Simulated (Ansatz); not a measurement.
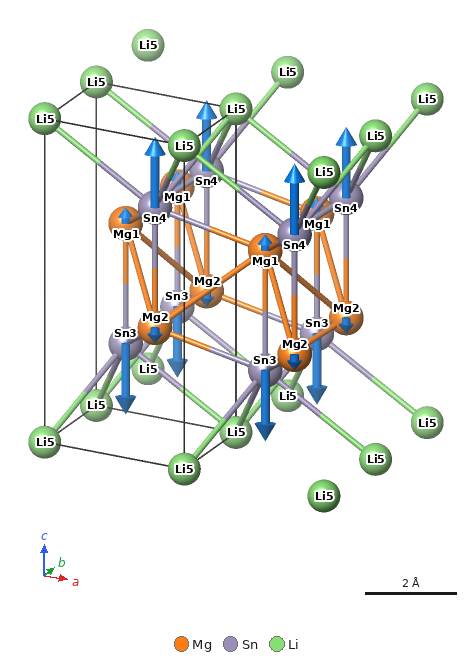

This is a relaxation of solid LiMg$_{2}$Sn$_{2}$ (a generated structure, set up in P-3m1). The starting structure is drawn; blue arrows show the displacements (the part carried along by the change of the cell is left out), magnified 3 times.

A ball-and-stick model of the cell of the calculation, repeated 2 × 2 × 1 with one cell outlined, seen slightly off an axis.

The calculation used Ansatz 0.2.0, DFT, PAW plane waves, PBE. Settings: plane-wave cutoff 420 eV; k-point mesh 5 × 5 × 3; occupations fermi dirac; smearing width 0.1 eV; no spin polarisation; cell and atoms relaxed; at most 40 steps.

> Atoms of which element are displaced furthest, and by how much?

Tin: up to 0.54 Å, against 0.12 Å for magnesium.

> What did the optimiser do to the structure, and how much energy did it gain?

Over 7 accepted moves (8 points after the start) the energy falls by 297 meV per atom. The largest force component goes from 1.9 to 0.0015 eV/Å. Pressure: 7.84 GPa at the start and 0.00 GPa at the end. At 1 point the geometry stayed and the basis and grid were re-selected for the new cell (energy shift of 0.1 meV per atom at most each time). The largest moves relative to the cell, 0.54 Å, are those of Sn3 and Sn4. Sn3 goes along −c. By element the largest moves are Sn 0.54 Å, Mg 0.12 Å. Li stays in place. Cell: a = b 4.391 → 4.740 Å (+7.9 %), c 7.315 → 6.449 Å (−11.8 %). Volume +2.7 %. Near-neighbour distances that change, for instance: Mg1–Sn3 2.718 → 3.050 Å, Mg1–Sn4 2.670 → 2.970 Å, Sn3–Li5 3.157 → 2.958 Å, Mg1–Mg2 3.157 → 3.330 Å. Bond angles that change, for instance: Sn3–Li5–Sn3 88.1° → 106.5°, Sn3–Li5–Sn4 91.9° → 73.5°. The space group stays P-3m1 (No. 164).
